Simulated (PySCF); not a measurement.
Atomic calculation, with input and output: Al³⁺

System: Al³⁺, configuration 1s2 2s2 2p6, multiplicity 1.
Method: unrestricted PBE, cc-pVTZ-DK, non-relativistic, point nucleus (PySCF).

## The input
```python
from pyscf import gto, scf, dft, mp, cc
import basis_set_exchange as bse
mol = gto.M(atom="Al 0 0 0", charge=3, spin=0, symmetry="D2h",
            basis=gto.basis.parse(bse.get_basis("cc-pVTZ-DK", elements=["Al"], fmt="nwchem", header=False)))
mf = dft.UKS(mol, xc="PBE")
mf.irrep_nelec = {'Ag': (2, 2), 'B1u': (1, 1), 'B2u': (1, 1), 'B3u': (1, 1)}
mf.kernel()
```

The script is an equivalent of what the driver set up; the driver started from orbitals of its own, so the log can be shorter than this script's would be, and it computed the properties (radii, ⟨L²⟩, response) afterwards. It held the occupations shell by shell, which the script's counts by irreducible representation don't always enforce.

Hardware: 1 thread of Intel Xeon, 54 GiB of memory available, shared host.

Launched within a batch (the task file carries these settings):
```bash
OMP_NUM_THREADS=1 python <driver script> TASK.json OUT
```

## Output (extracts)
```
damping factor = 0
level_shift factor = 0
DIIS = <class 'pyscf.scf.diis.CDIIS'>
diis_start_cycle = 1
diis_space = 10
diis_damp = 0
SCF conv_tol = 1e-09
SCF conv_tol_grad = None
number electrons alpha = 5  beta = 5
XC functionals = PBE
    J. P. Perdew, K. Burke, and M. Ernzerhof.,  Phys. Rev. Lett. 77, 3865 (1996)
    J. P. Perdew, K. Burke, and M. Ernzerhof.,  Phys. Rev. Lett. 78, 1396 (1997)
    J. P. Perdew, K. Burke, and M. Ernzerhof.,  Phys. Rev. Lett. 77, 3865 (1996)
    J. P. Perdew, K. Burke, and M. Ernzerhof.,  Phys. Rev. Lett. 78, 1396 (1997)
cycle= 1 E= -240.173801044288  delta_E= -0.00203  |g|= 0.033  |ddm|= 0.138
cycle= 2 E= -240.173924185103  delta_E= -0.000123  |g|= 0.0175  |ddm|= 0.032
cycle= 3 E= -240.173972451025  delta_E= -4.83e-05  |g|= 6.18e-06  |ddm|= 0.0111
cycle= 4 E= -240.173972451031  delta_E= -5.91e-12  |g|= 7.37e-08  |ddm|= 4.65e-06
converged SCF energy = -240.173972451031  <S^2> = 0  2S+1 = 1
```

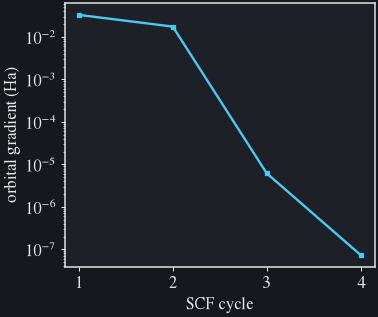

*Convergence: orbital gradient against the SCF cycle.*

The residual falls at every step. It goes from 0.033 to 7.4×10⁻⁸ in 4 steps.

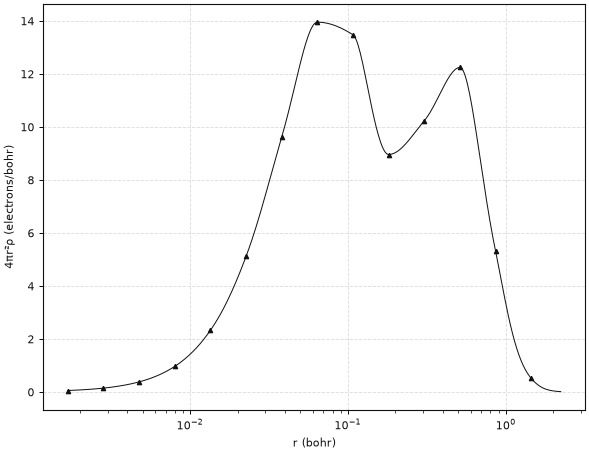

*Spherically averaged radial density 4πr²ρ of the mean field; markers are the stored points, which are sparse, and the line is a monotone interpolation between them.*

The largest stored value is 14.0 electrons/bohr at r = 0.064 bohr. Root-mean-square radii of the shells: 1s 0.139, 2p 0.672, 2s 0.683 bohr.

## Outcome

- outcome: converged
- total energy: −240.173972 hartree
- kinetic energy: 242.559861 hartree
- SCF iterations: 4

## What is odd here

One thing in this input was made odd on purpose: basis contracted for another Hamiltonian. The program ran to the end. Its numbers are those of this setting; this run alone doesn't show how far the oddity moves them.
